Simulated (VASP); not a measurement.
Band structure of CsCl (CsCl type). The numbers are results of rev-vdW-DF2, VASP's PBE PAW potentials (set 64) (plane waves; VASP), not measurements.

Unless said otherwise, spin-orbit coupling is left out, though it shifts the bands of the heavy elements here.

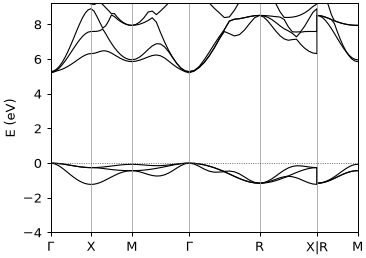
Figure. Bands along high-symmetry lines, zero at the valence-band maximum or, without a gap, the Fermi level

Question: Read the plot: is there a gap, and where are the band edges?

Answer: The gap is direct, 5.21 eV, from the valence maximum at Γ to the conduction minimum at Γ. (Edges off the drawn lines would not show.)

Measured: gap 8.35 eV at 80 K (computed value off by -3.14 eV), as given by Wikipedia, Caesium chloride.

The compound is CsCl in the CsCl type structure. It was relaxed first.
